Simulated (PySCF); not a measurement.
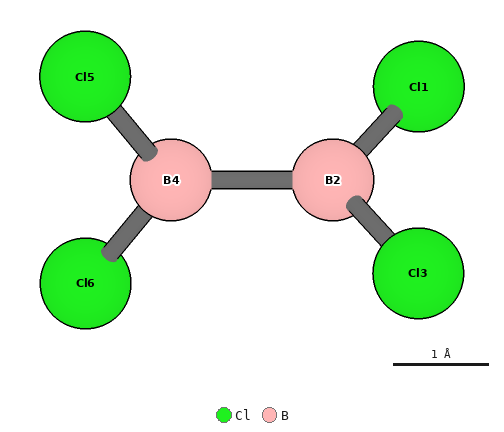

Fig. 1: The input geometry (ball-and-stick view, seen on its broad side; atoms are numbered from 1 in the order of the input). Bond lengths as drawn: B–B 1.70 Å and B–Cl 1.72 Å.

## NMR shielding calculation, with input and output: B2Cl4

The run: NMR shielding calculation of B2Cl4 (Diboron tetrachloride), SMILES ClB(Cl)B(Cl)Cl. Method and program: GIAO PBE0/pcSseg-1 NMR shielding, non-relativistic, gas phase (PySCF 2.14.0).

The geometry comes from this level: GFN2-xTB. Figures and captions count atoms from 1; the log counts them from 0 in places.

Output:
```
coarse grid: 8672 points
cycle   1  E = -1889.8426402585  dE =  8.280e-01  |g| = 3.030e-01  |ddm| = 2.446e+00
cycle   2  E = -1889.8156959512  dE =  2.694e-02  |g| = 4.545e-01  |ddm| = 7.242e-01
cycle   3  E = -1889.8701897933  dE = -5.449e-02  |g| = 2.958e-02  |ddm| = 4.279e-01
cycle   4  E = -1889.8703896150  dE = -1.998e-04  |g| = 1.381e-02  |ddm| = 4.811e-02
cycle   5  E = -1889.8704355052  dE = -4.589e-05  |g| = 8.511e-04  |ddm| = 1.455e-02
cycle   6  E = -1889.8704357269  dE = -2.217e-07  |g| = 1.578e-04  |ddm| = 1.514e-03
final grid: 69400 points
cycle   7  E = -1889.8963983654  dE = -3.074e-05  |g| = 4.643e-03  |ddm| = 1.500e-02
cycle   8  E = -1889.8963985657  dE = -2.003e-07  |g| = 2.981e-03  |ddm| = 6.101e-03
cycle   9  E = -1889.8964001977  dE = -1.632e-06  |g| = 1.450e-03  |ddm| = 3.941e-03
cycle  10  E = -1889.8964007565  dE = -5.588e-07  |g| = 1.132e-04  |ddm| = 1.388e-03
cycle  11  E = -1889.8964007595  dE = -2.978e-09  |g| = 1.589e-05  |ddm| = 1.282e-04
cycle  12  E = -1889.8964007596  dE = -6.230e-11  |g| = 6.950e-06  |ddm| = 2.358e-05
```

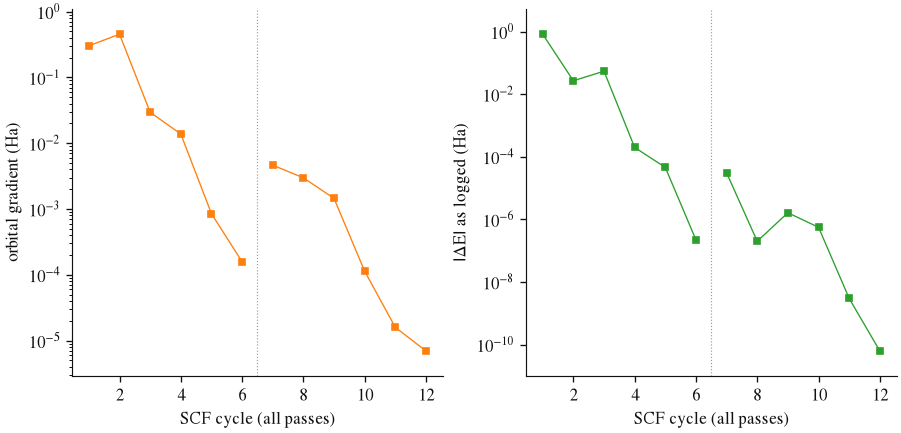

Fig. 2: Convergence of the self-consistent field: orbital gradient and size of the energy change against the SCF cycle. The dotted line marks the change from a coarse to the final integration grid. The first 6 cycles use a coarse grid, the final grid takes over at cycle 7, and the field converges after 12 cycles in all.

```
converged SCF energy = -1889.8964007596

GIAO shielding tensors (ppm)
atom      isotropic    diamagn.    paramagn.     s11        s22        s33       span
  0 Cl     615.426    1146.988    -531.562    280.180    644.996    921.101    640.921
  1 B       38.139     189.091    -150.952    -11.618     22.988    103.047    114.666
  2 Cl     615.321    1146.974    -531.653    279.993    644.930    921.039    641.046
  3 B       38.142     189.093    -150.951    -11.612     22.987    103.051    114.663
  4 Cl     615.411    1146.986    -531.575    280.154    645.004    921.075    640.921
  5 Cl     615.339    1146.973    -531.635    280.045    644.867    921.105    641.061
```

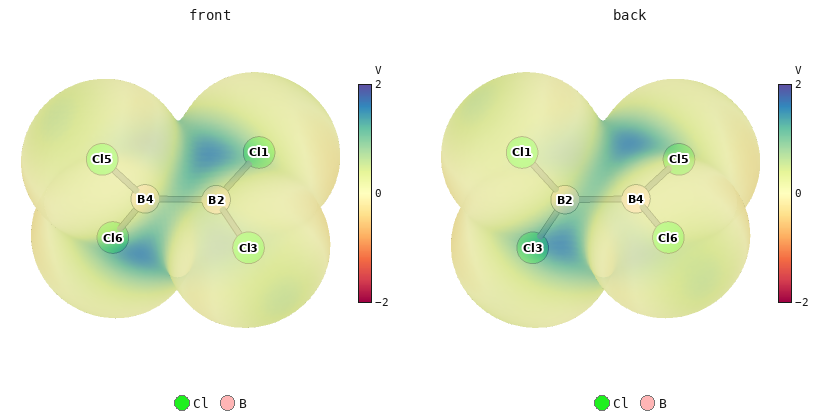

Fig. 3: The electrostatic potential painted on the density surface at 0.002 e/bohr³, seen face on and from behind; the colour scale runs from red (negative) to blue (positive). Its dipole moment is zero.

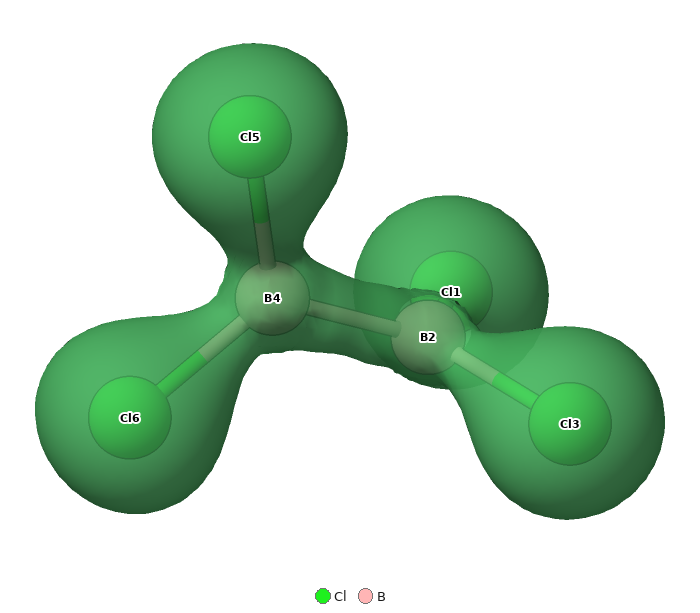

Fig. 4: Isosurface of the electron density at 0.8 e/Å³ (green), seen at a tilt. At this value the surface is in one piece. On the grid the lowest density along these lines, outside the cores, is 1.1 e/Å³ (B–B, 1.70 Å) and 1.1 e/Å³ (B–Cl, 1.72 Å).

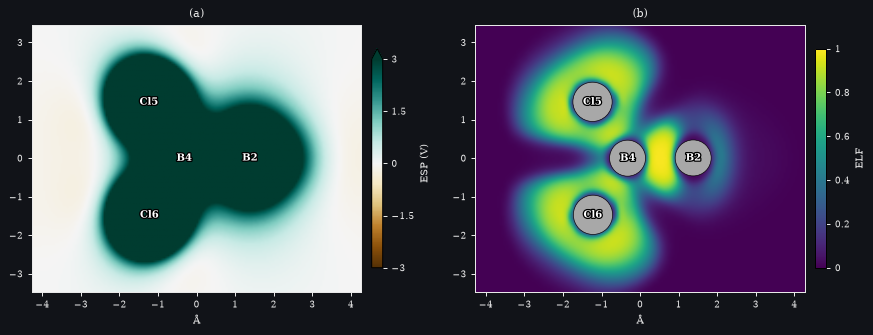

Fig. 5: (a) molecular electrostatic potential; (b) ELF on the plane of atoms B2, B4 and Cl5. Grey discs, where drawn, cover atomic cores. Atoms in the plane: B and Cl. B–B (1.70 Å): the ELF peaks at about 1 between the atoms, which marks a shared electron pair. B–Cl (1.72 Å): the ELF peaks at about 0.90 between the atoms, which marks a shared but strongly polarised pair. The potential has no marked negative region in this plane.

This output came from the following input.

Input:
```
{"job": {"kind": "nmr", "xc": "PBE0", "basis": "pcSseg-1", "pop": false}, "charge": 0, "multiplicity": 1}
Cl    -1.726788    -1.208082     0.864272
B     -0.843567    -0.072758    -0.079980
Cl    -1.752336     0.905977    -1.164846
B      0.847694     0.075207     0.051864
Cl     1.574228     1.157574     1.174964
Cl     1.913259    -0.849956    -0.932574
```

The first line tells a small driver script what to run in PySCF; the rest is the geometry in Å.

Launched with:
```bash
OMP_NUM_THREADS=1 python <driver script> task.json out
```

Summary:

```json
{"quantity": "outcome", "value": "converged"}
{"quantity": "total energy", "value": "−1889.896401 hartree"}
{"quantity": "HOMO", "value": "−8.68 eV"}
{"quantity": "LUMO", "value": "−2.01 eV"}
{"quantity": "dipole moment", "value": "0.00 D"}
{"quantity": "isotropic shielding, Cl", "value": "615.3 to 615.4 ppm"}
{"quantity": "isotropic shielding, B", "value": "38.1 ppm"}
{"quantity": "hardware", "value": "1 CPU thread, shared host"}
{"quantity": "wall time", "value": "17 s"}
{"quantity": "peak memory", "value": "0.6 GiB"}
```
